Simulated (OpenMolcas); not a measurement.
# Run report: SiCl2, energy and gradient calculation (part 2 of 2)

Continued. System: SiCl2. Method: PBE/cc-pVTZ, RKS (OpenMolcas 26.06). The geometry comes from this level: PBE0-D4/def2-TZVP.

Geometry of the input (Å):
```
Cl 0.2938  1.6038  0.3380
Si -0.7701  -0.0104  -0.4220
Cl 0.4763  -1.5934  0.0840
```

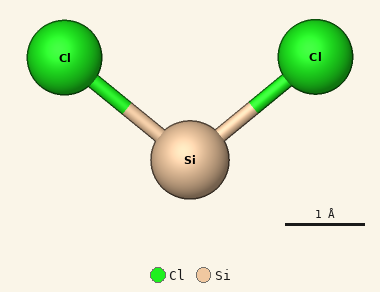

*The structure as given in the input (ball-and-stick view, seen on its broad side).*

### The program's output, continued
```
      Basis set list:
        1 CL1    1s                 22 CL1    3d0                43 SI2    2px                64 SI2    4f1-               85 CL3    2pz
        2 CL1    1s                 23 CL1    3d0                44 SI2    2py                65 SI2    4f0                86 CL3    3d2-
        3 CL1    1s                 24 CL1    3d1+               45 SI2    2py                66 SI2    4f1+               87 CL3    3d2-
        4 CL1    1s                 25 CL1    3d1+               46 SI2    2py                67 SI2    4f2+               88 CL3    3d1-
        5 CL1    1s                 26 CL1    3d2+               47 SI2    2py                68 SI2    4f3+               89 CL3    3d1-
        6 CL1    2px                27 CL1    3d2+               48 SI2    2pz                69 CL3    1s                 90 CL3    3d0
        7 CL1    2px                28 CL1    4f3-               49 SI2    2pz                70 CL3    1s                 91 CL3    3d0
        8 CL1    2px                29 CL1    4f2-               50 SI2    2pz                71 CL3    1s                 92 CL3    3d1+
        9 CL1    2px                30 CL1    4f1-               51 SI2    2pz                72 CL3    1s                 93 CL3    3d1+
       10 CL1    2py                31 CL1    4f0                52 SI2    3d2-               73 CL3    1s                 94 CL3    3d2+
       11 CL1    2py                32 CL1    4f1+               53 SI2    3d2-               74 CL3    2px                95 CL3    3d2+
       12 CL1    2py                33 CL1    4f2+               54 SI2    3d1-               75 CL3    2px                96 CL3    4f3-
       13 CL1    2py                34 CL1    4f3+               55 SI2    3d1-               76 CL3    2px                97 CL3    4f2-
       14 CL1    2pz                35 SI2    1s                 56 SI2    3d0                77 CL3    2px                98 CL3    4f1-
       15 CL1    2pz                36 SI2    1s                 57 SI2    3d0                78 CL3    2py                99 CL3    4f0
       16 CL1    2pz                37 SI2    1s                 58 SI2    3d1+               79 CL3    2py               100 CL3    4f1+
       17 CL1    2pz                38 SI2    1s                 59 SI2    3d1+               80 CL3    2py               101 CL3    4f2+
       18 CL1    3d2-               39 SI2    1s                 60 SI2    3d2+               81 CL3    2py               102 CL3    4f3+
       19 CL1    3d2-               40 SI2    2px                61 SI2    3d2+               82 CL3    2pz
       20 CL1    3d1-               41 SI2    2px                62 SI2    4f3-               83 CL3    2pz
       21 CL1    3d1-               42 SI2    2px                63 SI2    4f2-               84 CL3    2pz

  Index Energy  Occupation Coefficients ...

    1 -100.7092    2.0000          1 CL1    1s     ( 0.999),

    2 -100.7092    2.0000         69 CL3    1s     ( 0.999),

    3  -65.5107    2.0000         35 SI2    1s     ( 1.001),

    4   -9.1945    2.0000          2 CL1    1s     ( 0.968),

    5   -9.1945    2.0000         70 CL3    1s     ( 0.968),

    6   -7.0154    2.0000          6 CL1    2px    ( 0.489),    10 CL1    2py    ( 0.789),

    7   -7.0154    2.0000         74 CL3    2px    ( 0.578),    78 CL3    2py    (-0.775),

    8   -7.0125    2.0000          6 CL1    2px    (-0.475),    14 CL1    2pz    ( 0.869),

    9   -7.0125    2.0000         74 CL3    2px    (-0.475),    82 CL3    2pz    ( 0.869),

   10   -7.0102    2.0000          6 CL1    2px    ( 0.724),    10 CL1    2py    (-0.597),

   11   -7.0102    2.0000         74 CL3    2px    ( 0.655),    78 CL3    2py    ( 0.616),    82 CL3    2pz    ( 0.426),

   12   -5.1284    2.0000         36 SI2    1s     ( 0.967),

   13   -3.5431    2.0000         40 SI2    2px    (-0.477),    48 SI2    2pz    ( 0.873),

   14   -3.5396    2.0000         44 SI2    2py    ( 1.000),

   15   -3.5362    2.0000         40 SI2    2px    ( 0.880),    48 SI2    2pz    ( 0.482),

   16   -0.7794    2.0000          4 CL1    1s     ( 0.639),    72 CL3    1s     ( 0.639),

   17   -0.7545    2.0000          4 CL1    1s     (-0.687),    72 CL3    1s     ( 0.687),

   18   -0.4676    2.0000         38 SI2    1s     (-0.746),

   19   -0.3732    2.0000          8 CL1    2px    (-0.388),    12 CL1    2py    (-0.367),    16 CL1    2pz    (-0.253),    46 SI2    2py    ( 0.481),
                                  76 CL3    2px    ( 0.430),    80 CL3    2py    (-0.356),

   20   -0.3351    2.0000          8 CL1    2px    ( 0.375),    12 CL1    2py    (-0.424),    42 SI2    2px    ( 0.256),    76 CL3    2px    ( 0.326),
                                  80 CL3    2py    ( 0.433),    84 CL3    2pz    ( 0.226),

   21   -0.3344    2.0000          8 CL1    2px    (-0.287),    16 CL1    2pz    ( 0.525),    50 SI2    2pz    ( 0.310),    76 CL3    2px    (-0.286),
                                  84 CL3    2pz    ( 0.524),

   22   -0.3064    2.0000          8 CL1    2px    ( 0.319),    16 CL1    2pz    (-0.585),    76 CL3    2px    (-0.320),    84 CL3    2pz    ( 0.585),

   23   -0.2882    2.0000          8 CL1    2px    (-0.388),    12 CL1    2py    ( 0.551),    76 CL3    2px    ( 0.325),    80 CL3    2py    ( 0.560),

   24   -0.2445    2.0000          8 CL1    2px    ( 0.382),    38 SI2    1s     ( 0.585),    42 SI2    2px    (-0.452),    76 CL3    2px    ( 0.398),

   25   -0.1338    0.0000         42 SI2    2px    (-0.471),    50 SI2    2pz    ( 0.863),

   26   -0.0297    0.0000         46 SI2    2py    ( 0.850),    47 SI2    2py    ( 0.510),

   27   -0.0204    0.0000          5 CL1    1s     (-0.357),    38 SI2    1s     ( 0.565),    42 SI2    2px    ( 0.702),    43 SI2    2px    ( 0.378),
                                  50 SI2    2pz    ( 0.385),    73 CL3    1s     (-0.357),

   28    0.0988    0.0000         38 SI2    1s     (-1.852),    39 SI2    1s     ( 3.285),

   29    0.1467    0.0000         43 SI2    2px    ( 0.397),    50 SI2    2pz    ( 0.647),    51 SI2    2pz    (-0.726),    57 SI2    3d0    ( 0.532),
                                  59 SI2    3d1+   ( 0.393),

   30    0.1510    0.0000         38 SI2    1s     ( 0.927),    39 SI2    1s     (-0.590),    42 SI2    2px    (-0.586),    43 SI2    2px    ( 0.870),
                                  51 SI2    2pz    ( 0.476),    61 SI2    3d2+   (-0.602),

   31    0.1544    0.0000         47 SI2    2py    ( 2.558),

   32    0.1589    0.0000         53 SI2    3d2-   (-0.391),    55 SI2    3d1-   ( 0.718),

   33    0.1872    0.0000          5 CL1    1s     (-0.952),    39 SI2    1s     ( 1.846),    73 CL3    1s     (-0.952),

   34    0.2076    0.0000          5 CL1    1s     (-0.907),     9 CL1    2px    ( 0.696),    13 CL1    2py    ( 1.153),    46 SI2    2py    ( 0.944),
                                  53 SI2    3d2-   ( 0.845),    73 CL3    1s     ( 0.907),    77 CL3    2px    (-0.826),    81 CL3    2py    ( 1.132),

   35    0.2197    0.0000         43 SI2    2px    (-1.017),    50 SI2    2pz    (-1.611),    51 SI2    2pz    ( 1.862),

   36    0.2204    0.0000         39 SI2    1s     (-1.167),    42 SI2    2px    (-1.540),    43 SI2    2px    ( 1.682),    50 SI2    2pz    (-0.844),
                                  51 SI2    2pz    ( 0.921),

   37    0.3050    0.0000          8 CL1    2px    ( 0.690),     9 CL1    2px    (-0.781),    12 CL1    2py    (-1.024),    13 CL1    2py    ( 1.252),
                                  43 SI2    2px    ( 0.762),    77 CL3    2px    (-0.637),    80 CL3    2py    ( 1.041),    81 CL3    2py    (-1.271),

   38    0.3164    0.0000          9 CL1    2px    (-0.646),    16 CL1    2pz    (-1.071),    17 CL1    2pz    ( 1.182),    77 CL3    2px    ( 0.645),
                                  84 CL3    2pz    ( 1.071),    85 CL3    2pz    (-1.181),

   39    0.3289    0.0000          9 CL1    2px    (-0.683),    16 CL1    2pz    (-1.000),    17 CL1    2pz    ( 1.250),    43 SI2    2px    ( 0.645),
                                  50 SI2    2pz    ( 0.718),    51 SI2    2pz    (-1.180),    77 CL3    2px    (-0.684),    84 CL3    2pz    (-1.001),
                                  85 CL3    2pz    ( 1.251),

   40    0.3330    0.0000          8 CL1    2px    (-0.840),     9 CL1    2px    ( 0.849),    13 CL1    2py    ( 0.477),    16 CL1    2pz    (-0.506),
                                  17 CL1    2pz    ( 0.517),    38 SI2    1s     ( 0.601),    76 CL3    2px    (-0.886),    77 CL3    2px    ( 0.900),
                                  81 CL3    2py    (-0.455),

   41    0.3350    0.0000          8 CL1    2px    (-0.738),     9 CL1    2px    ( 0.961),    12 CL1    2py    ( 0.686),    13 CL1    2py    (-0.699),
                                  47 SI2    2py    ( 0.669),    76 CL3    2px    ( 0.661),    77 CL3    2px    (-0.882),    80 CL3    2py    ( 0.704),
                                  81 CL3    2py    (-0.723),    85 CL3    2pz    (-0.562),

--

++    Molecular charges:
      ------------------

      Mulliken charges per centre and basis function type
      ---------------------------------------------------

                CL1     SI2     CL3
      1s       5.9250  5.8613  5.9250
      2px      3.7743  2.6194  3.7388
      2pz      3.7658  2.3975  3.7929
      2py      3.6633  2.4620  3.6717
      3d2+     0.0067  0.0798  0.0072
      3d1+     0.0037  0.0317  0.0034
      3d0      0.0037  0.0389  0.0037
      3d1-     0.0070  0.0622  0.0056
      3d2-     0.0105  0.0757  0.0116
      4f3+     0.0004  0.0092  0.0005
      4f2+     0.0002  0.0040  0.0001
      4f1+     0.0001  0.0032  0.0001
      4f0      0.0002  0.0031  0.0002
      4f1-     0.0002  0.0064  0.0002
      4f2-     0.0004  0.0093  0.0003
      4f3-     0.0004  0.0127  0.0005
      Total   17.1618 13.6763 17.1619

      N-E     -0.1618  0.3237 -0.1619

      Total electronic charge=   48.000000

      Total            charge=   -0.000000
--

++    Molecular properties:
      ---------------------

      Charge (e):
                      =   -0.0000
      Dipole Moment (debye):
      Origin of the operator (angstrom)=    0.0550    0.0007    0.0301
                   X= -6.7620E-01               Y= -8.7514E-03               Z= -3.7050E-01           Total=  7.7110E-01
      Quadrupole Moment (debye*angstrom):
      Origin of the operator (angstrom)=    0.0550    0.0007    0.0301
                  XX= -3.7760E+01              XY=  1.7454E-01              XZ= -8.5106E-01              YY= -3.9599E+01
                  YZ= -2.8430E-01              ZZ= -3.6664E+01
      In traceless form (debye*angstrom)
                  XX=  3.7148E-01              XY=  2.6181E-01              XZ= -1.2766E+00              YY= -2.3871E+00
                  YZ= -4.2645E-01              ZZ=  2.0157E+00
--

--- Stop Module: scf /rc=_RC_ALL_IS_WELL_ ---
--- Module scf spent 17 seconds ---

--- Start Module: alaska ---

                                              &ALASKA

                       available to each process: 1.9 GB of memory, 1 thread

                     Threshold for contributions to the gradient: 1.000E-07

                    ********************************************
                    * Symmetry Adapted Cartesian Displacements *
                    ********************************************

           Irreducible representation : a
           Basis function(s) of irrep: x, y, xy, Rz, z, xz, Ry, yz, Rx, I

 Basis Label        Type   Center Phase
   1   CL1          x         1     1
   2   CL1          y         1     1
   3   CL1          z         1     1
   4   SI2          x         2     1
   5   SI2          y         2     1
   6   SI2          z         2     1
   7   CL3          x         3     1
   8   CL3          y         3     1
   9   CL3          z         3     1

                     No automatic utilization of translational and rotational invariance of the energy is employed.

 DFT contribution computed for a moving grid.

 Conventional ERI gradients!

 **************************************************
 *              Molecular gradients               *
 **************************************************

  Irreducible representation: a
 ------------------------------------------------------------------------------------------
                              X                       Y                       Z
 ------------------------------------------------------------------------------------------
  CL1              -4.56983391589461E-03   -8.17346958944043E-03   -3.40165459821762E-03
  SI2               1.00522038203010E-02    1.52120472368178E-04    5.51022544915014E-03
  CL3              -5.48236990437090E-03    8.02134911707242E-03   -2.10857085093519E-03
 ------------------------------------------------------------------------------------------

--- Stop Module: alaska /rc=_RC_ALL_IS_WELL_ ---
--- Module alaska spent 6 seconds ---

.##################.
.# Happy landing! #.
.##################.

    Timing: Wall=27.63 User=23.92 System=3.69
```

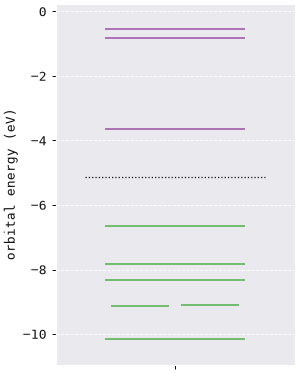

*Orbital energies near the frontier; the dotted line parts filled from empty levels, and levels within 0.02 eV of each other stand side by side.*

Highest filled −6.65 eV, lowest empty −3.64 eV, 3.01 eV apart.

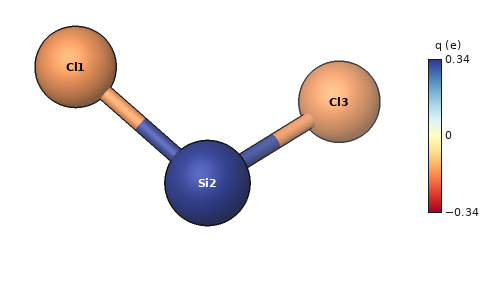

*Mulliken charges, as the colour of each atom (ball-and-stick view, seen at an oblique angle; atoms are numbered from 1 in the order of the input).*

By element: Cl −0.16 and Si +0.32 e.

### Summary

```json
{"quantity": "outcome", "value": "converged"}
{"quantity": "total energy", "value": "−1209.491047 hartree"}
{"quantity": "basis functions", "value": "102"}
{"quantity": "largest force", "value": "0.590 eV/Å"}
{"quantity": "HOMO", "value": "−6.65 eV"}
{"quantity": "LUMO", "value": "−3.64 eV"}
{"quantity": "dipole moment", "value": "0.77 debye"}
{"quantity": "wall time", "value": "28 s"}
{"quantity": "peak memory", "value": "0.57 GiB"}
```
